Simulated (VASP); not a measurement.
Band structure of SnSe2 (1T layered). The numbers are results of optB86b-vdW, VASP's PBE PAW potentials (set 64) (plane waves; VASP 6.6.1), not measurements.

Unless said otherwise, spin-orbit coupling is left out, though it shifts the bands of the heavy elements here.

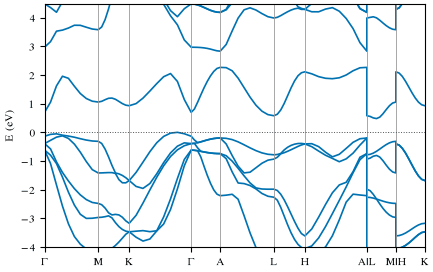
Bands along high-symmetry lines, zero at the valence-band maximum or, without a gap, the Fermi level

Task: Read the plot: is there a gap, and where are the band edges?

Result: The gap is indirect, 0.48 eV, from the valence maximum at K-Γ at 0.78 to the conduction minimum at L-M at 0.33. (Edges off the drawn lines would not show.)

Measured: gap 0.98 eV (computed value off by -0.50 eV), as given by Joseph M. Gonzalez et al., Physical Review B (2016), arXiv:1609.04381.

The compound is SnSe2 in the 1T layered structure. It was relaxed first.
